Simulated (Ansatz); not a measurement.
# K3Nb3O8: the cost of one run

Program: Ansatz 0.2.0. Level of theory: DFT PBE, plane waves, PAW, scalar-relativistic, no spin polarisation. These are calculated values, not measurements.

## (1) The starting structure

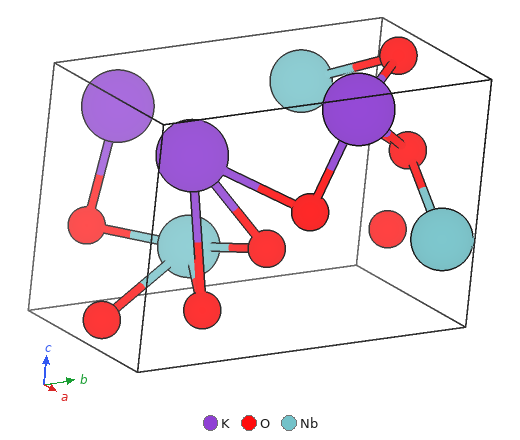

Start, viewed slightly off an axis; potassium purple, oxygen red, niobium teal. Each atom of the cell is drawn once.

As a file:

```xyz
14
Lattice="6.7077 1.0836 0.3203 0.9577 6.6367 0.0058 1.2152 1.0426 5.4215" Properties=species:S:1:pos:R:3 pbc="T T T"
K     4.5698    2.8987    3.9222
K     1.2434    2.0051    4.2301
O     4.4773    4.1626    1.6800
O     1.1241    1.0587    1.8283
Nb    6.9402    7.3884    1.9612
O     4.4325    7.3027    3.1873
O     5.0015    7.3220    0.6877
O     4.7787    2.6424    0.7302
O     5.6813    4.9710    2.6400
O     3.4839    6.8073    1.3364
O     4.2539    7.4005    5.1392
K     6.4585    6.1317    4.8316
Nb    2.9082    5.5524    4.5677
Nb    2.5459    2.8650    1.4390
```

## (2) The run

input.yaml reads:

```yaml
crystal:
  lattice:
    - [6.707673, 1.083622, 0.320315]
    - [0.957713, 6.636736, 0.005772]
    - [1.215235, 1.042638, 5.421496]
  atoms:
    - { symbol: K, position: [0.521155, 0.242891, 0.692405] }
    - { symbol: K, position: [0.019031, 0.176636, 0.778938] }
    - { symbol: O, position: [0.546701, 0.494424, 0.277049] }
    - { symbol: O, position: [0.094383, 0.092026, 0.331561] }
    - { symbol: Nb, position: [0.846114, 0.926289, 0.31076] }
    - { symbol: O, position: [0.424419, 0.942782, 0.56183] }
    - { symbol: O, position: [0.587355, 0.993043, 0.091095] }
    - { symbol: O, position: [0.655677, 0.276071, 0.095651] }
    - { symbol: O, position: [0.685239, 0.567079, 0.445868] }
    - { symbol: O, position: [0.345262, 0.933961, 0.225101] }
    - { symbol: O, position: [0.335635, 0.914622, 0.927119] }
    - { symbol: K, position: [0.712885, 0.674226, 0.848358] }
    - { symbol: Nb, position: [0.186592, 0.675628, 0.830775] }
    - { symbol: Nb, position: [0.28517, 0.346129, 0.248207] }
kpoints:
  mp_grid: { grid: [3, 3, 3] }
magnetization:
  spin_polarized: false
scf:
  occupations: { method: gaussian, width: 0.1 }
hamiltonian:
  pseudopotentials: { kind: paw }
  xc: pbe
basis:
  ecutwfc: 420
md:
  timestep: 1.0
  n_steps: 60
  ensemble: nve
  temperature: 1200.0
  initial_velocities: maxwell_boltzmann
  seed: 633897
```

Command:

```console
> ansatz run input.yaml --threads 2 --pin off --max-ram 2560MiB --backend cpu --events-out ev --progress --plain --runs-dir out
```

Q: Estimate wall time and peak memory on 2 threads of Intel Xeon Platinum 8259CL at 2.50GHz (Skylake/Cascade Lake), shared host.

About 6.9 min, with a peak of 0.84 GiB.
